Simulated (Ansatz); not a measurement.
# SiH$_{4}$···SiH$_{4}$: what the fields show

Input

```
crystal:
  periodic: [false, false, false]
  atoms:
    - { symbol: Si, position_ang: [0.381675, -0.005222, -0.112081] }
    - { symbol: H, position_ang: [0.515731, 0.044597, 1.353361] }
    - { symbol: H, position_ang: [1.72526, 0.069898, -0.778826] }
    - { symbol: H, position_ang: [-0.454711, 1.148937, -0.571368] }
    - { symbol: H, position_ang: [-0.284271, -1.288777, -0.498868] }
    - { symbol: Si, position_ang: [-2.745788, 0.006397, 1.295484] }
    - { symbol: H, position_ang: [-2.993911, -0.877139, 0.113158] }
    - { symbol: H, position_ang: [-3.595498, -0.460289, 2.442677] }
    - { symbol: H, position_ang: [-3.118231, 1.415399, 0.949279] }
    - { symbol: H, position_ang: [-1.327155, -0.053801, 1.694584] }
basis:
  gaussian: { orbitals: cc-pVDZ }
hamiltonian:
  xc: pbe0
relax:
  f_tol: 0.03
  max_steps: 50
output:
  orbitals: {}
```

Command:

```sh
ansatz run input.yaml --threads 2 --pin off --max-ram 3072MiB --backend cpu --events-out ev --progress --plain --runs-dir out
```

The fields are those of the run's last geometry, not of the input's.

Method: RKS PBE0/cc-pVDZ in Ansatz.

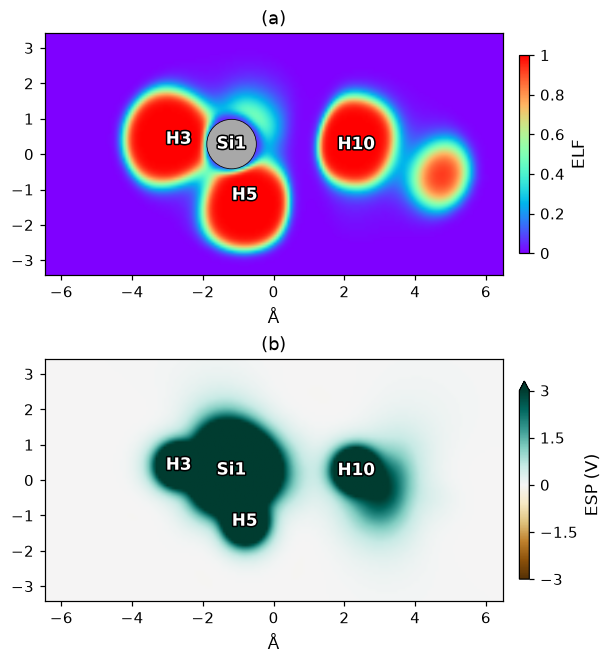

Figure 1. (a) electron localisation function; (b) molecular electrostatic potential on the plane of atoms H3, Si1 and H5. Grey discs cover the atomic cores in the ELF map.

Question: What do the fields say about this system?

Answer:
- The plane passes through Si and H nuclei.
- Si–H (1.50 Å): the ELF climbs to about 1 towards the hydrogen, as it does in any bond to H.
- The potential has no marked negative region in this plane.

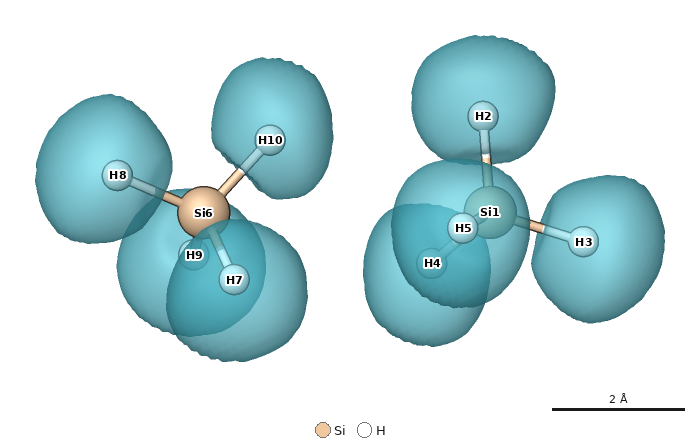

Figure 2. Isosurface of the electron localisation function at 0.85 (cyan), seen at a tilt. Only the valence region is drawn (cores and ρ < 0.01 e/Å³ removed).

Question: Identify the bonds, lone pairs and shells in this picture.

Answer: The surface consists of eight regions around hydrogen nuclei. Along the contacts the grid gives the following. Si1···Si6 (4.37 Å): the ELF dips to about 0 between them; a non-bonded, intermolecular contact.

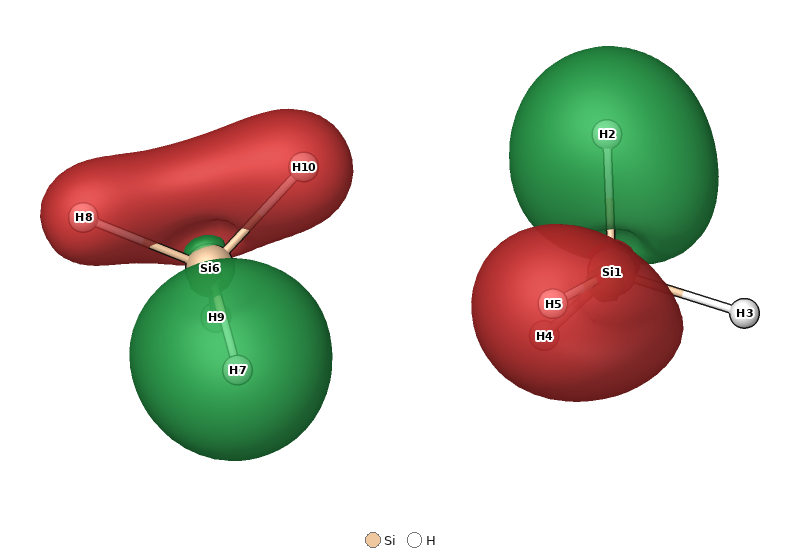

Figure 3. The HOMO−1 at ±0.1 Å⁻³ᐟ² (green and red are the two phases), seen across its widest extent.

Question: Where does this orbital lie, and at what energy?

Answer: By Hirshfeld shares it lies mainly on Si1 (about 25 %), Si6 (about 20 %), H2 (about 20 %), H7 (about 15 %) and H5 (about 10 %). Its energy is −9.73 eV.
